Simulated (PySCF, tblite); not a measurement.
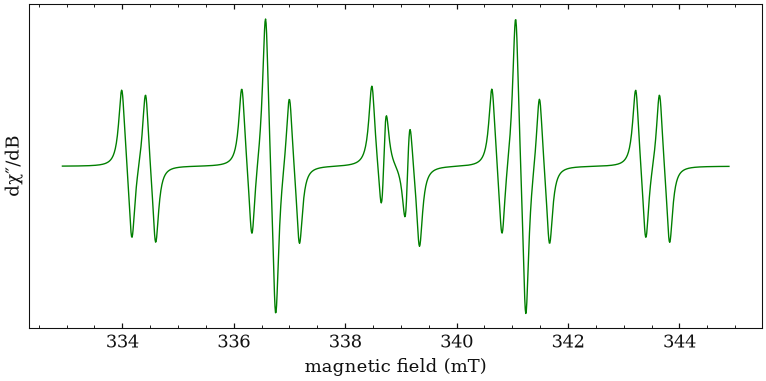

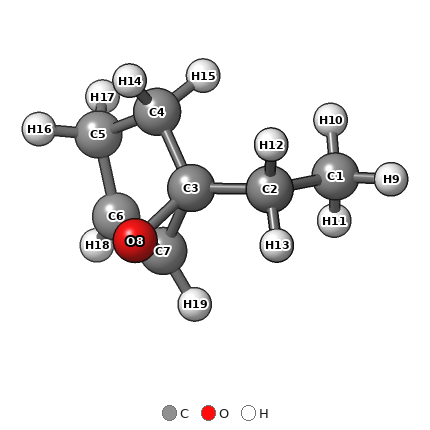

First-order isotropic EPR spectrum (fast tumbling, first derivative) of C₇H₁₁O, SMILES CC[C@@]12CC[CH][C@@H]1O2, doublet at 9.50 GHz, Lorentzian lines of 0.13 mT full width at half height, from computed g and hyperfine couplings (B3LYP/pcH-1 in PySCF 2.14.0, at a GFN2-xTB geometry (a minimum by its frequencies), gas phase); values of one conformer, averaged over methyl-type rotors alone; other conformers aren't averaged in; no vibrational averaging; dilute isotopes left out. The SMILES is one Lewis form and needn't show where the spin sits.

Q: Which couplings does the calculation give? The spectrum shows the sizes of those above the line width, not their signs.

A:
| nuclei | isotope | a (mT) | a (MHz) |
| --- | --- | --- | --- |
| H16 | ¹H | 4.49 | 125.8 |
| H17 | ¹H | 2.58 | 72.2 |
| H18 | ¹H | −2.15 | −60.1 |
| H12 | ¹H | 0.42 | 11.8 |
| H19 | ¹H | 0.10 | 2.7 |
| H13 | ¹H | 0.04 | 1.1 |
| H14 | ¹H | 0.03 | 0.7 |

Q: What is the g value, and how wide is the spectrum?

A: g_iso = 2.0028, which centres the spectrum at 338.9 mT; it spans 9.8 mT.

Note: the tight-binding geometry is rougher than a DFT one and adds to the error.
